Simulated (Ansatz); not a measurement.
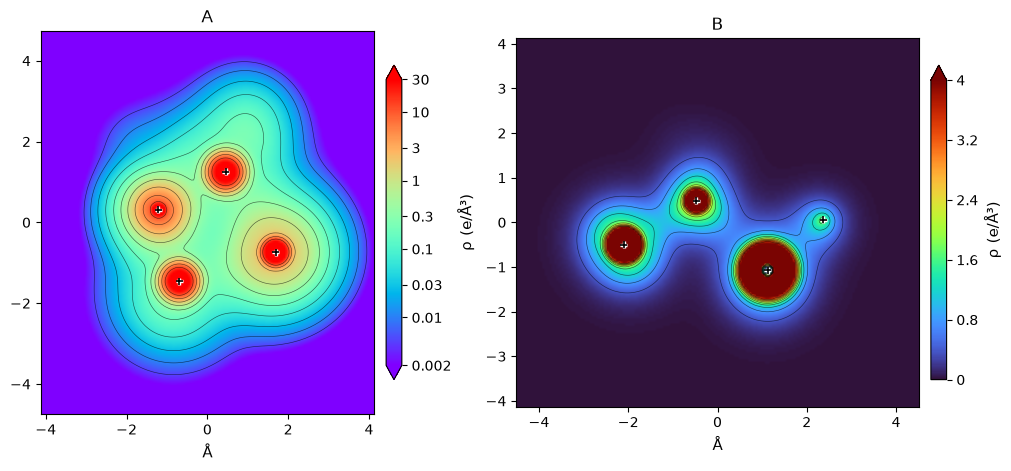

The electron density of 2 systems, each on a plane through atoms (crosses mark nuclei in the plane).

Method: RKS PBE-D4/def2-SVP in Ansatz 0.2.0.

System 1: CH₄O₂STe (SMILES OC(O)(S)[TeH]), the plane of atoms S4, C2 and Te5. Core potentials replace the inner electrons of Te.

```yaml
atoms:
  - { symbol: O, position_ang: [-0.3149, 0.3089, -1.1972] }
  - { symbol: C, position_ang: [0.2978, -0.0425, -0.0101] }
  - { symbol: O, position_ang: [1.5741, 0.4530, -0.0014] }
  - { symbol: S, position_ang: [0.4085, -1.9288, 0.2426] }
  - { symbol: Te, position_ang: [-0.8032, 0.6869, 1.7932] }
  - { symbol: H, position_ang: [-1.2657, 0.0940, -1.1335] }
  - { symbol: H, position_ang: [1.9416, 0.2842, -0.8967] }
  - { symbol: H, position_ang: [-0.8983, -2.1842, -0.0498] }
  - { symbol: H, position_ang: [-0.8513, 2.2822, 1.2356] }
```

System 2: CH₆Al₂O₂S, the plane of atoms S3, Al6 and O5. 

```xyz
12

O    -1.3912   -0.5942   -2.4887
Al   -0.4068   -0.3480   -1.1117
S     0.7360    1.6883   -0.8904
C    -0.0113   -1.4667    0.3982
O    -0.9676   -0.3264    0.7152
Al   -0.2847    1.2590    1.3526
H    -1.7486    0.1010   -3.0611
H     1.9354    1.0861   -0.6452
H    -0.5440   -2.4230    0.5590
H     0.8984   -1.4150    1.0305
H    -1.4470    2.3459    1.4519
H     0.9342    1.0447    2.3646
```

Which map belongs to which system?

Panel A is system 2, CH₆Al₂O₂S: the plane holds Al, S and O. Panel B is system 1, CH₄O₂STe: the plane holds C, S, Te and H. C–S (1.91 Å): the density is about 1.1 e/Å³ at the midpoint.
